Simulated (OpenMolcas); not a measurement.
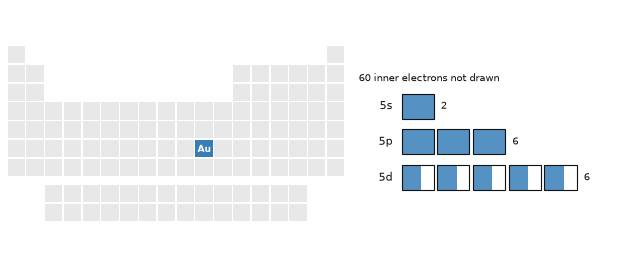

Left, the place of gold in the periodic table; right, the outer shells of the leading configuration of the lowest level: a box for each of the 2l + 1 orbitals, shaded by the share of the shell that is filled, with the electron count at the right.

**Multiconfigurational calculation for Au⁵⁺ (part 1 of 2)**

System: Au⁵⁺.
Method: state-averaged CASSCF, active space 6 electrons in the shells 5d 6d, basis ANO-RCC-VTZP, DKH2 scalar Hamiltonian, spin-orbit coupling by RASSI with atomic mean-field integrals (OpenMolcas).

## Input file
```
&GATEWAY
Coord
1

Au 0.0 0.0 0.0
Basis=ANO-RCC-VTZP
Group=XYZ
NoMove
AngMom=0.0 0.0 0.0
AMFI
&SEWARD
&RASSCF
FileOrb=start.orb
Symmetry=1
Spin=5
nActEl=6 0 0
Inactive=15 19
Ras2=5 0
CIRoot=5 5 1
SDav=5
CIMx=300
Iter=120 100
PrWF=0.3
OrbListing=Nothing
MaxOrb=0
Atom
>>> COPY $Project.JobIph JOBPRE
&RASSCF
FileOrb=start.orb
Symmetry=1
Spin=5
nActEl=6 0 0
Inactive=15 19
Ras2=10 0
CIRoot=5 5 1
SDav=2310
CIMx=300
Iter=120 100
PrWF=0.3
OrbListing=Nothing
MaxOrb=0
Atom
>>> COPY $Project.JobIph JOB001
&RASSCF
FileOrb=start.orb
Symmetry=1
Spin=3
nActEl=6 0 0
Inactive=15 19
Ras2=10 0
CIRoot=45 45 1
SDav=500
CIMx=300
Iter=120 100
PrWF=0.3
OrbListing=Nothing
MaxOrb=0
Atom
>>> COPY $Project.JobIph JOB002
&RASSCF
FileOrb=start.orb
Symmetry=1
Spin=1
nActEl=6 0 0
Inactive=15 19
Ras2=10 0
CIRoot=49 49 1
SDav=500
CIMx=300
Iter=120 100
PrWF=0.3
OrbListing=Nothing
MaxOrb=0
Atom
>>> COPY $Project.JobIph JOB003
&RASSI
NrOfJobIphs=3 5 45 49
1 2 3 4 5
1 2 3 4 5 6 7 8 9 10 11 12 13 14 15 16 17 18 19 20 21 22 23 24 25 26 27
28 29 30 31 32 33 34 35 36 37 38 39 40 41 42 43 44 45
1 2 3 4 5 6 7 8 9 10 11 12 13 14 15 16 17 18 19 20 21 22 23 24 25 26 27
28 29 30 31 32 33 34 35 36 37 38 39 40 41 42 43 44 45 46 47 48 49
IphNames
JOB001
JOB002
JOB003
EJob
SpinOrbit
DIPRint=1.0
SOCoupling=1000.0
Subsets=2
MEES
Property=10
'ANGMOM' 1 'ANGMOM' 2 'ANGMOM' 3 'MLTPL  1' 1 'MLTPL  1' 2 'MLTPL  1' 3
'AMFI' 1 'AMFI' 2 'AMFI' 3 'MLTPL  2' 6
SOProperty=3
'ANGMOM' 1 'ANGMOM' 2 'ANGMOM' 3
```

The file start.orb holds starting orbitals from an earlier step. A driver script formed the levels outside the program, from RASSI's spin-orbit matrix and the active-space energies, averaged over the components of each term or state.

Launched with:
```bash
OMP_NUM_THREADS=1 MOLCAS_MEM=2252 MOLCAS_PROJECT=a pymolcas a.inp > a.log  # once for each step of the input, in one work folder
```

## The program's output (extracts)
```
--- SEWARD ---
Basis set label: AU.ANO-RCC...8S7P5D3F1G.

      Electronic valence basis set:
      ------------------
      Associated Effective Charge  79.000000 au
      Associated Actual Charge     79.000000 au
      Nuclear Model: Point charge

      Shell  nPrim  nBasis  Cartesian Spherical Contaminant
         s      24       8        X
         p      21       7        X
         d      15       5                 X
         f      11       3                 X
         g       4       1                 X
                  Relativistic Douglas-Kroll-Hess integrals:
                    - DKH order of Hamiltonian: 2
                    - DKH order of Properties : 0
                  Atomic mean-field integrals
--- RASSCF ---
Wave function specifications:
      -----------------------------

      Number of closed shell electrons          68
      Number of electrons in active shells       6
      Max number of holes in RAS1 space          0
      Max nr of electrons in RAS3 space          0
      Number of inactive orbitals               34
      Number of active orbitals                 10
      Number of secondary orbitals              40
      Spin quantum number                      2.0
      State symmetry                             1
Orbital specifications:
      -----------------------

      Symmetry species                           1   2
                                                ag  au
      Frozen orbitals                            0   0
      Inactive orbitals                         15  19
      Active orbitals                           10   0
      RAS1 orbitals                              0   0
      RAS2 orbitals                             10   0
      RAS3 orbitals                              0   0
      Secondary orbitals                        17  23
      Deleted orbitals                           0   0
      Number of basis functions                 42  42
      Number of CSFs                          2310
      Number of root(s) required                 5
      Iter CI   SX   CI       RASSCF       Energy    max ROT     max BLB   max BLB  Level Ln srch  Step   QN
          iter iter root      energy       change     param      element    value   shift minimum  type update
 Nr of preliminary CI iterations:   1
      Total energies have been shifted. Add               -18000.00 au
        1   1    5    0  -987.67661281    0.00E+00  -5.26E-01*  18  31 1 -3.23E-03*  0.00   0.00    SX    NO
        2   1    5    0  -987.68364237   -7.03E-03*  5.63E-02   18  31 1  2.38E-03*  0.00   0.00    SX    NO
        3   1    5    0  -987.68375163   -1.09E-04*  8.91E-03   13  37 2 -9.76E-04*  0.00   0.00    SX    NO
        4   1    5    0  -987.68375598   -4.35E-06*  1.73E-03   13  37 2  5.52E-04*  0.00   0.00    SX    NO
        5   1    4    0  -987.68375645   -4.70E-07*  3.36E-04   13  37 2 -2.45E-04*  0.00   0.80    QN   YES
        6   1    4    0  -987.68375650   -4.80E-08* -8.71E-05   19  23 2  3.86E-05   0.00   0.87    QN   YES
        7   1    3    0  -987.68375650   -1.33E-09   2.67E-06   12  24 1  2.70E-06   0.00   0.98    QN   YES
      Convergence after  7 iterations
        8   1    3    0  -987.68375650    1.46E-11   2.67E-06   15  28 1 -1.67E-06   0.00   0.98    QN   YES
      Natural orbitals and occupation numbers for root  1
      sym 1:   0.999270   0.999226   1.997824   0.999267   0.999285   0.000759   0.000783   0.002081   0.000757   0.000748
      Natural orbitals and occupation numbers for root  2
      sym 1:   0.999266   1.997824   0.999226   0.999271   0.999285   0.000760   0.002081   0.000783   0.000756   0.000748
      Natural orbitals and occupation numbers for root  3
      sym 1:   0.999285   0.999228   0.999278   0.999257   1.997824   0.002081   0.000748   0.000752   0.000765   0.000782
::    RASSCF root number  1 Total energy: -18987.68375650
::    RASSCF root number  2 Total energy: -18987.68375650
::    RASSCF root number  3 Total energy: -18987.68375650
::    RASSCF root number  4 Total energy: -18987.68375650
::    RASSCF root number  5 Total energy: -18987.68375650
--- RASSCF ---
Wave function specifications:
      -----------------------------

      Number of closed shell electrons          68
      Number of electrons in active shells       6
      Max number of holes in RAS1 space          0
      Max nr of electrons in RAS3 space          0
      Number of inactive orbitals               34
      Number of active orbitals                 10
      Number of secondary orbitals              40
      Spin quantum number                      1.0
      State symmetry                             1
Orbital specifications:
      -----------------------

      Symmetry species                           1   2
                                                ag  au
      Frozen orbitals                            0   0
      Inactive orbitals                         15  19
      Active orbitals                           10   0
      RAS1 orbitals                              0   0
      RAS2 orbitals                             10   0
      RAS3 orbitals                              0   0
      Secondary orbitals                        17  23
      Deleted orbitals                           0   0
      Number of basis functions                 42  42
      Number of CSFs                          6930
      Number of root(s) required                45
      Iter CI   SX   CI       RASSCF       Energy    max ROT     max BLB   max BLB  Level Ln srch  Step   QN
          iter iter root      energy       change     param      element    value   shift minimum  type update
 Nr of preliminary CI iterations:   3
      Total energies have been shifted. Add               -18000.00 au
        1   1    6    0  -987.54309439    0.00E+00   3.23E-03   10  18 1 -5.56E-03*  0.00   0.00    SX    NO
        2   1    5    0  -987.54317901   -8.46E-05*  4.44E-03   13  37 2  1.06E-03*  0.00   0.00    SX    NO
        3   1    5    0  -987.54318070   -1.69E-06*  9.96E-05   13  37 2 -4.56E-04*  0.00   0.00    SX    NO
        4   5    5    0  -987.54318731   -6.60E-06* -4.19E-04   17  30 1 -3.69E-04*  0.00   0.00    SX    NO
        5   3    5    0  -987.54318748   -1.77E-07*  5.90E-04   19  23 2 -5.16E-04*  0.00   0.63    QN   YES
        6   4    5    0  -987.54318770   -2.19E-07* -7.48E-05   17  30 1  1.97E-04*  0.00   0.83    QN   YES
        7   3    4    0  -987.54318783   -1.24E-07* -7.75E-05   15  28 1  1.12E-04*  0.00   1.31    QN   YES
        8   1    4    0  -987.54318784   -1.54E-08* -4.98E-05   19  23 2  2.40E-05   0.00   0.77    QN   YES
        9   1    3    0  -987.54318784   -1.30E-09  -5.00E-06   19  23 2  1.50E-06   0.00   1.06    QN   YES
      Convergence after  9 iterations
       10   1    3    0  -987.54318784   -2.55E-11  -5.00E-06   13  30 2 -2.17E-08   0.00   1.06    QN   YES
      Natural orbitals and occupation numbers for root  1
      sym 1:   1.494105   0.916547   1.112103   1.046566   1.425130   0.001441   0.000807   0.000933   0.001005   0.001362
      Natural orbitals and occupation numbers for root  2
      sym 1:   0.910198   1.387175   1.023808   1.170018   1.503254   0.000790   0.001317   0.000900   0.001093   0.001448
      Natural orbitals and occupation numbers for root  3
      sym 1:   0.960872   1.505186   1.005161   1.113741   1.409493   0.000895   0.001447   0.000833   0.001024   0.001349
::    RASSCF root number  1 Total energy: -18987.59009067
::    RASSCF root number  2 Total energy: -18987.59009067
::    RASSCF root number  3 Total energy: -18987.59009067
::    RASSCF root number  4 Total energy: -18987.59009067
::    RASSCF root number  5 Total energy: -18987.59009067
::    RASSCF root number  6 Total energy: -18987.59009067
::    RASSCF root number  7 Total energy: -18987.59009067
::    RASSCF root number  8 Total energy: -18987.59009067
::    RASSCF root number  9 Total energy: -18987.59009067
::    RASSCF root number 10 Total energy: -18987.59009067
::    RASSCF root number 11 Total energy: -18987.59009067
::    RASSCF root number 12 Total energy: -18987.57801209
::    RASSCF root number 13 Total energy: -18987.57801209
::    RASSCF root number 14 Total energy: -18987.57801209
::    RASSCF root number 15 Total energy: -18987.57618712
::    RASSCF root number 16 Total energy: -18987.57618712
::    RASSCF root number 17 Total energy: -18987.57618712
::    RASSCF root number 18 Total energy: -18987.57618712
::    RASSCF root number 19 Total energy: -18987.57618712
::    RASSCF root number 20 Total energy: -18987.57618712
::    RASSCF root number 21 Total energy: -18987.57618712
::    RASSCF root number 22 Total energy: -18987.56747559
::    RASSCF root number 23 Total energy: -18987.56747559
::    RASSCF root number 24 Total energy: -18987.56747559
::    RASSCF root number 25 Total energy: -18987.56747559
::    RASSCF root number 26 Total energy: -18987.56747559
::    RASSCF root number 27 Total energy: -18987.56747559
::    RASSCF root number 28 Total energy: -18987.56747559
::    RASSCF root number 29 Total energy: -18987.56747559
::    RASSCF root number 30 Total energy: -18987.56747559
--- RASSCF ---
Wave function specifications:
      -----------------------------

      Number of closed shell electrons          68
      Number of electrons in active shells       6
      Max number of holes in RAS1 space          0
      Max nr of electrons in RAS3 space          0
      Number of inactive orbitals               34
      Number of active orbitals                 10
      Number of secondary orbitals              40
      Spin quantum number                      0.0
      State symmetry                             1
Orbital specifications:
      -----------------------

      Symmetry species                           1   2
                                                ag  au
      Frozen orbitals                            0   0
      Inactive orbitals                         15  19
      Active orbitals                           10   0
      RAS1 orbitals                              0   0
      RAS2 orbitals                             10   0
      RAS3 orbitals                              0   0
      Secondary orbitals                        17  23
      Deleted orbitals                           0   0
      Number of basis functions                 42  42
      Number of CSFs                          4950
      Number of root(s) required                49
      Iter CI   SX   CI       RASSCF       Energy    max ROT     max BLB   max BLB  Level Ln srch  Step   QN
          iter iter root      energy       change     param      element    value   shift minimum  type update
 Nr of preliminary CI iterations:   4
      Total energies have been shifted. Add               -18000.00 au
        1   1    5    0  -987.47843076    0.00E+00   4.49E-03   10  18 1 -2.58E-03*  0.00   0.00    SX    NO
        2   1    5    0  -987.47844953   -1.88E-05*  1.56E-03   10  23 1  4.39E-04*  0.00   0.00    SX    NO
        3   1    4    0  -987.47844986   -3.31E-07*  1.77E-05   10  38 2 -1.88E-04*  0.00   0.00    SX    NO
        4   4    4    0  -987.47845184   -1.98E-06*  7.02E-05   16  29 1 -1.70E-04*  0.00   0.00    SX    NO
        5   3    5    0  -987.47845188   -3.81E-08*  1.01E-04   19  23 2 -2.46E-04*  0.00   0.62    QN   YES
        6   3    4    0  -987.47845193   -4.90E-08* -1.23E-04   16  29 1  9.06E-05   0.00   0.83    QN   YES
        7   2    4    0  -987.47845195   -2.88E-08*  1.01E-05   15  28 1  5.14E-05   0.00   1.30    QN   YES
        8   1    4    0  -987.47845196   -3.27E-09  -2.84E-05   19  23 2  1.17E-05   0.00   0.77    QN   YES
      Convergence after  8 iterations
        9   1    4    0  -987.47845196   -2.62E-10  -2.84E-05   19  23 2  7.43E-07   0.00   0.77    QN   YES
      Natural orbitals and occupation numbers for root  1
      sym 1:   1.032136   0.909439   1.164691   1.917482   0.970596   0.000830   0.000952   0.001100   0.000884   0.001889
      Natural orbitals and occupation numbers for root  2
      sym 1:   1.015947   0.819229   1.855557   0.989871   1.313740   0.000749   0.001265   0.000894   0.000924   0.001823
      Natural orbitals and occupation numbers for root  3
      sym 1:   0.966607   1.671085   0.816234   1.475865   1.064541   0.000881   0.001633   0.000738   0.000989   0.001426
::    RASSCF root number  1 Total energy: -18987.54338647
::    RASSCF root number  2 Total energy: -18987.54338647
::    RASSCF root number  3 Total energy: -18987.54338647
::    RASSCF root number  4 Total energy: -18987.54338647
::    RASSCF root number  5 Total energy: -18987.54338647
::    RASSCF root number  6 Total energy: -18987.54338647
::    RASSCF root number  7 Total energy: -18987.54338647
::    RASSCF root number  8 Total energy: -18987.54338647
::    RASSCF root number  9 Total energy: -18987.54338647
::    RASSCF root number 10 Total energy: -18987.54338647
::    RASSCF root number 11 Total energy: -18987.54338647
::    RASSCF root number 12 Total energy: -18987.54338647
::    RASSCF root number 13 Total energy: -18987.54338647
::    RASSCF root number 14 Total energy: -18987.53446913
::    RASSCF root number 15 Total energy: -18987.53446913
::    RASSCF root number 16 Total energy: -18987.53446913
::    RASSCF root number 17 Total energy: -18987.53446913
::    RASSCF root number 18 Total energy: -18987.53446913
::    RASSCF root number 19 Total energy: -18987.53446913
::    RASSCF root number 20 Total energy: -18987.53446913
::    RASSCF root number 21 Total energy: -18987.53446913
::    RASSCF root number 22 Total energy: -18987.53446913
::    RASSCF root number 23 Total energy: -18987.51080731
::    RASSCF root number 24 Total energy: -18987.50123662
::    RASSCF root number 25 Total energy: -18987.50123662
::    RASSCF root number 26 Total energy: -18987.50123662
::    RASSCF root number 27 Total energy: -18987.50123662
::    RASSCF root number 28 Total energy: -18987.50123662
::    RASSCF root number 29 Total energy: -18987.47558612
::    RASSCF root number 30 Total energy: -18987.47558612
```

(Continued in part 2.) Outcome of the run: converged.
